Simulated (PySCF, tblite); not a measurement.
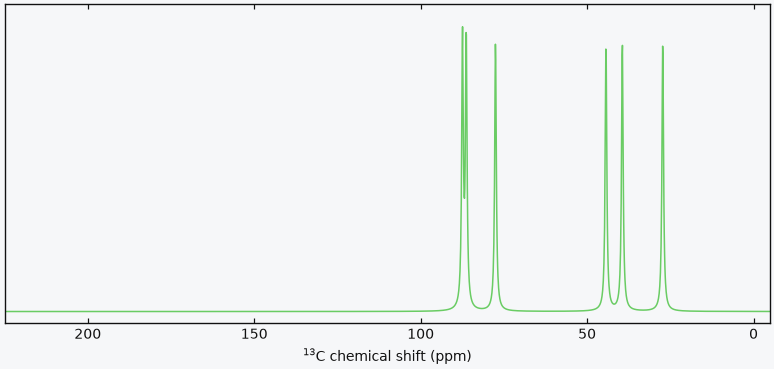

GIAO shifts, PBE0/pcSseg-1 in PySCF 2.14.0, at a GFN2-xTB geometry (a minimum by its frequencies), against TMS for ¹³C computed at the same level. Gas phase, fully decoupled, line heights follow the number of nuclei, widths are arbitrary (no quadrupolar broadening); values of one conformer, averaged over methyl-type rotors and exact or near symmetry; other conformers aren't averaged in.

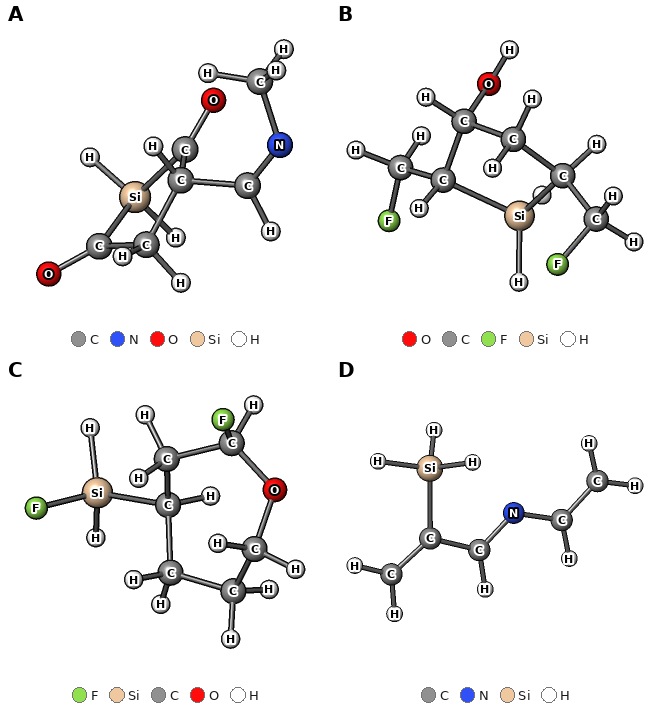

### Which molecule was computed? Choose among the lettered structures.

Structure B, C₆H₁₂F₂OSi, SMILES O[C@@H]1C[C@@H](CF)[SiH2][C@@H]1CF. Its ¹³C signals: 87.4 (1 C), 86.3 (1 C), 77.5 (1 C), 44.3 (1 C), 39.4 (1 C), 27.3 (1 C) ppm.

Known limits of this run: the tight-binding geometry is rougher than a DFT one and adds to the error.
